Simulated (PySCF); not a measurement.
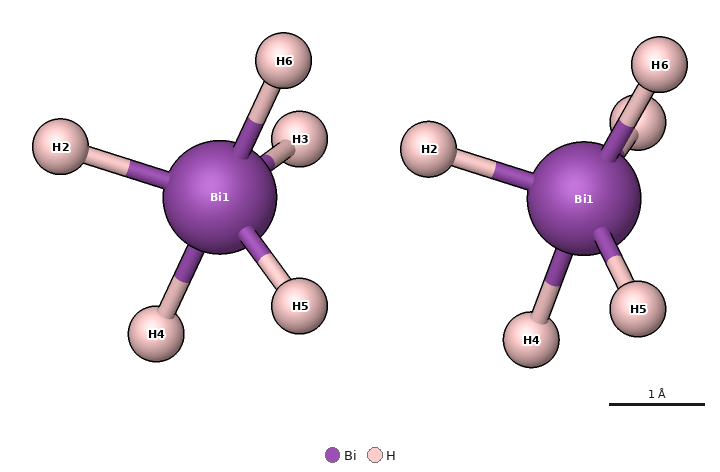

Two geometries of BiH5, drawn at one scale. One is the start of a relaxation, the other its converged end. The picture is a ball-and-stick view, seen from a free direction.

These are results of RKS PBE0, Bi def2-SVP with ECP60, H def2-SVP; non-relativistic Hamiltonian with scalar-relativistic core potentials; density fitting (PySCF), not measurements. Settings: symmetry kept (C2v).

> Which geometry has the lower energy?

The left one is the relaxed one. The start is a saddle point found before, displaced along its imaginary mode. After 8 geometry steps the energy has fallen by 0.057 eV. Largest force component: 0.26 eV/Å at the start, 0.0085 eV/Å at the end. The largest moves after the best rigid fit, 0.30 Å, are those of H3 and H5. By element the largest moves are H 0.30 Å, Bi 0.05 Å. Some distances before and after: Bi1–H3 1.843 → 1.797 Å, Bi1–H2 1.754 → 1.798 Å, Bi1–H4 1.884 → 1.867 Å. Among the angles between lasting bonds that change: H3–Bi1–H5 141.6° → 120.0°, H2–Bi1–H3 109.2° → 120.0°, H4–Bi1–H6 172.3° → 180.0°.
